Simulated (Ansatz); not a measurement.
The parent structure is SiC in the zinc blende structure (space group F-43m, No. 216; a = 4.356 Å).

Perturbation: an isotropic linear strain of +1.00 %; the atoms relax in the strained cell.

Computed with r2SCAN in Ansatz (plane waves to 500 eV, PAW, spin-orbit coupling left out).

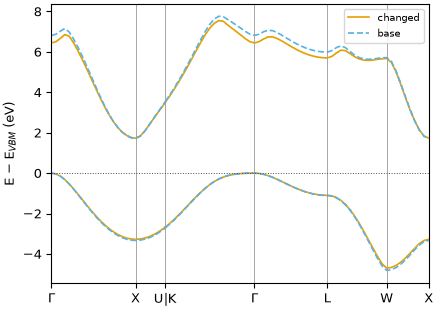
Figure: Highest valence and lowest conduction band along the path, each from its own valence-band maximum

Task: From the figure, how large is the changed gap, and is it direct?

Result: About 1.7 eV, indirect, Γ → X.

Stability against distortions was not tested.

Ansatz is a first-principles code.
